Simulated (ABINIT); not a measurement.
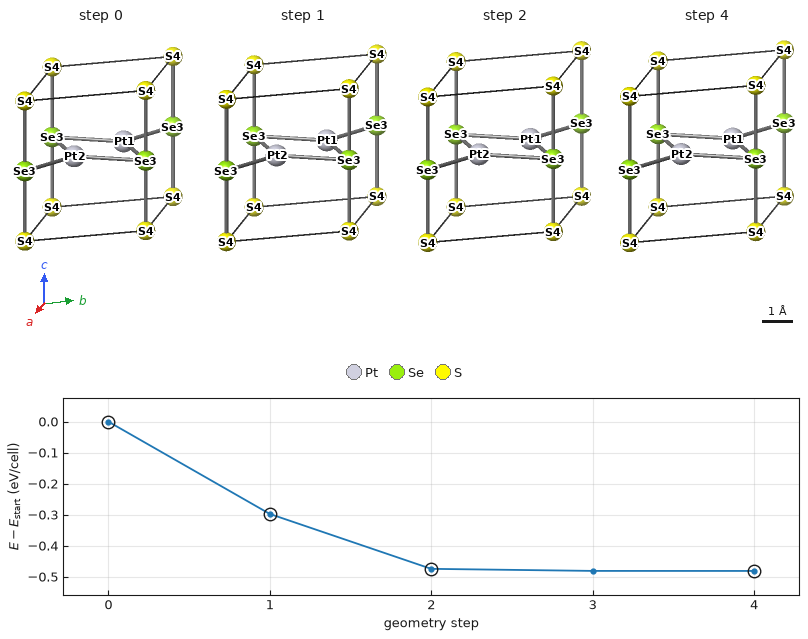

Frames of a relaxation of solid Pt$_{2}$SeS (a generated structure, set up in P6/mmm), marked on the history of the run. A ball-and-stick model of the cell of the calculation, seen slightly off an axis.

The run lets cell and atoms move.

Theory: Kohn-Sham DFT of a periodic cell, PBE, JTH PAW PBE v2.0 (ABINIT).

The input:
```
# Pseudopotentials
pp_dirpath "./"
pseudos "Pt.GGA_PBE-JTH.xml, Se.GGA_PBE-JTH.xml, S.GGA_PBE-JTH.xml"

# Structure
acell 3*1.0
rprim
     8.2514132507     0.0000000000     0.0000000000
    -4.1257066159     7.1459334833     0.0000000000
     0.0000000000     0.0000000000     9.4875148751
ntypat 3
znucl 78 34 16
natom 4
typat 1 1 2 3
xred
     0.3333333300     0.6666666700     0.5000000000
     0.6666666700     0.3333333300     0.5000000000
     0.0000000000     0.0000000000     0.5000000000
     0.0000000000     0.0000000000     0.0000000000
chkprim 0
chksymtnons 0
tolsym 1.0e-6

# Plane-wave basis
ecut 20.0
pawecutdg 40.0

# k points
kptopt 1
ngkpt 7 7 6
nshiftk 1
shiftk 0.0 0.0 0.0

# Exchange and correlation
ixc 11

# Bands and occupations
nband 20
occopt 3
tsmear 0.05 eV

# SCF cycle
nstep 100
tolvrs 1.0e-9

# Output
iomode 3
prtwf 0
prtden 0
prteig 0
prtebands 0
enunit 2

# Relaxation
ionmov 2
ntime 60
tolmxf 5.0e-5
optcell 1
dilatmx 1.15
ecutsm 0.5
chkdilatmx 0
```

Command:
```bash
abinit run.abi > log 2>&1
```

What happens along the run?

The atoms keep their places relative to the cell (all moves are under 0.005 Å). The volume changes by +13.7 %, with a = b 4.366 → 4.557 Å (+4.4 %), c 5.021 → 5.240 Å (+4.4 %). Among the contacts that change: Pt1–Se3 2.521 → 2.631 Å, Pt1–Pt2 2.521 → 2.631 Å, Se3–S4 2.510 → 2.620 Å. The space group stays P6/mmm (No. 191). Over 4 geometry steps the energy falls by 0.481 eV per cell of the calculation. All forces vanish by symmetry, so only the cell relaxes. The pressure goes from 15.50 to 0.00 GPa. The run took 9.9 min on 1 thread of Arm Neoverse V1, on a shared host, peak memory 0.24 GiB. From step 0 to 1: volume +4.8 %, energy −0.297 eV per cell of the calculation. From step 1 to 2: volume +6.8 %, energy −0.177 eV per cell of the calculation. From step 2 to 4: volume +1.6 %, energy −6.8 meV per cell of the calculation.
